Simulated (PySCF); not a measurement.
# [NbOCl4]- (Cl₄NbO, charge −1): electronic structure

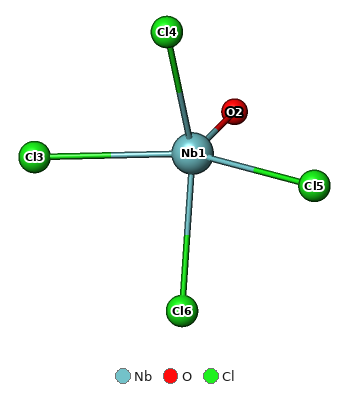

The molecule, with its atoms numbered as below. No frequency check shows the geometry to be a minimum.

Cartesian coordinates (Å):

```
Nb1      0.0003   -0.0008    0.3095
O2       0.0005   -0.0016    2.0032
Cl3      2.2382   -0.1366   -0.4218
Cl4      0.1372    2.2387   -0.4224
Cl5     -2.2387    0.1383   -0.4212
Cl6     -0.1376   -2.2376   -0.4238
```

### 1. Bonding charge

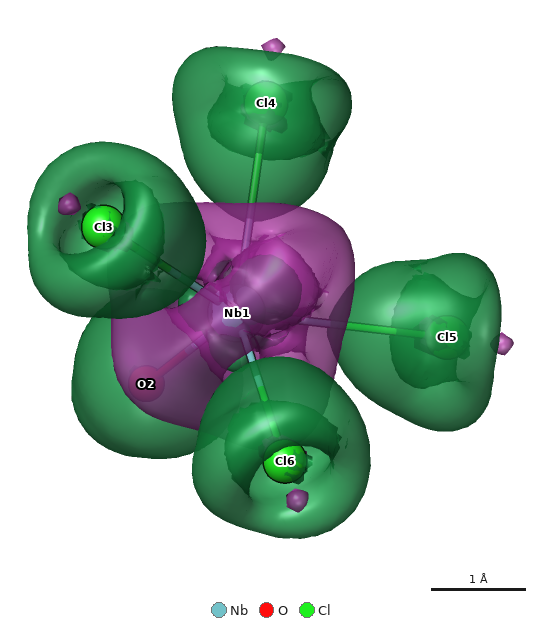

Deformation density (molecule less spherical, spin-averaged free atoms at the same positions), surfaces at ±0.04 e/Å³; green: gain, purple: loss.

PySCF calculation, B3LYP/def2-SVPD, gas phase; geometry: GFN2-xTB. Core potentials replace the inner electrons of Nb; spin–orbit coupling isn't included. This is a single-reference result, which may miss multireference character in this system.

**How much density has each bond gained at its critical point, relative to the free atoms?**

Nb1–O2: +0.25 e/Å³ at the bond critical point (bond length 1.69 Å). Nb1–Cl6, Nb1–Cl3, Nb1–Cl5 and Nb1–Cl4: +0.07 e/Å³ at the bond critical point (bond length 2.36 Å). In all, 1.9 electrons gather in the regions of gain relative to the promolecule of neutral atoms (this includes the anion's extra charge). A small or negative value marks a very polar bond, one between electron-rich atoms, whose free-atom densities already overlap strongly, a long bond to a heavier atom, or a closed-shell contact such as a hydrogen bond.

**Where do the Hirshfeld charges lie?**

The highest Hirshfeld charge is on Nb1 (+0.49 e), the lowest on O2 (−0.36 e).

### 2. Bond critical points

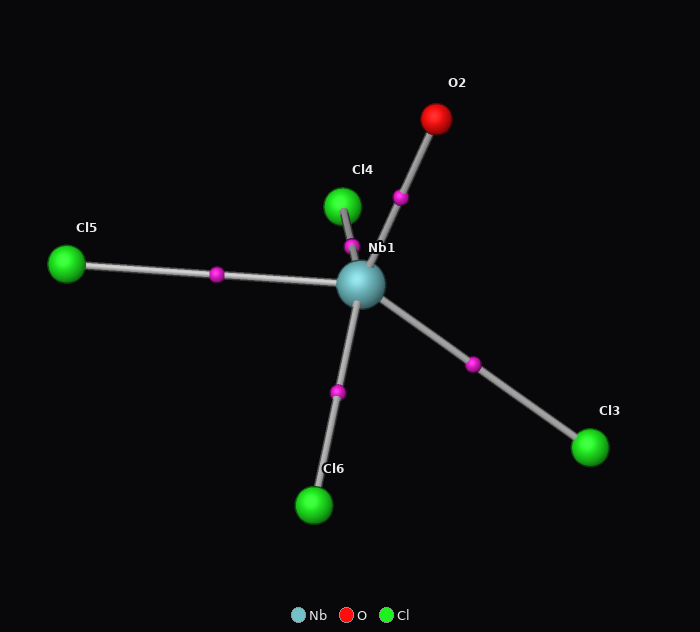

Molecular graph of the electron density (QTAIM): bond paths, bond critical points (magenta), ring points (cyan, if any); weak paths are dashed.

**How many critical points of each kind are there, and does the count close?**

6 nuclei, 5 bond, 0 ring and 0 cage critical points: 6 − 5 + 0 − 0 = 1, as the Poincaré–Hopf relation requires.

**What does the calculation give at each kind of bond critical point?**

```
             bond  length (Å)  ρ (a.u.)  ∇²ρ (a.u.)     ε  H (a.u.)
           Nb1–O2       1.694     0.267       +0.77  0.00    −0.197
Nb1–Cl6 (4 alike)       2.358     0.085       +0.20  0.07    −0.020
```

**What kind of interaction is Nb1–Cl6?**

Polar or intermediate (positive Laplacian, negative energy density H): ρ = 0.085, ∇²ρ = +0.20, H = −0.020 a.u.

### 3. Local ionisation energy

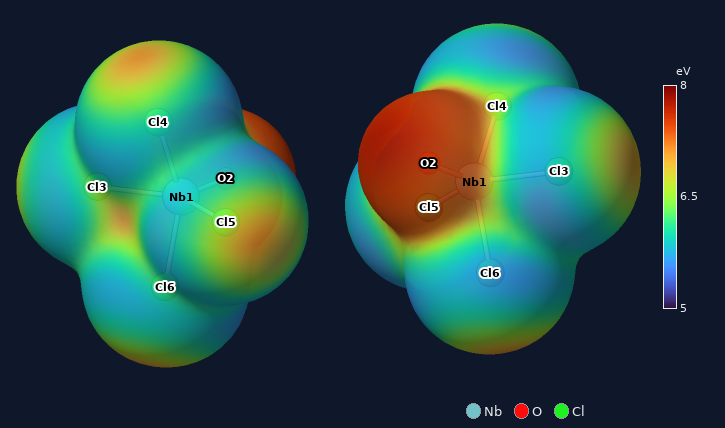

Average local ionisation energy on the surface of electron density 0.001 a.u. (back view left, front view right).

**Where are the most loosely bound electrons on this surface?**

The lowest value is 5.6 eV, 2.2 Å from Cl4, and at like points elsewhere. For comparison, the highest occupied orbital lies at −3.8 eV.

**What volume does the surface enclose?**

About 173 Å³.
